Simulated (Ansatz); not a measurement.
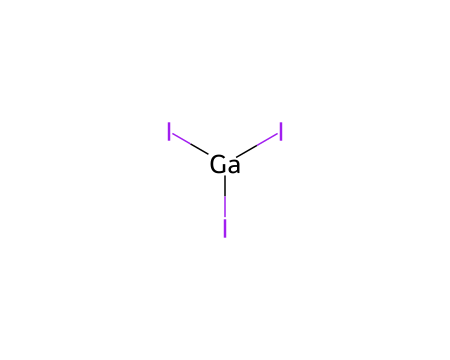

Simulated data, not a measurement (program: Ansatz).

**Give its SMILES.**

[I][Ga]([I])[I]

**Give the formula, hydrogens included.**

GaI3.

**An optimisation with PBE-D4/def2-SVP gave a structure of which point group?**

D3h.
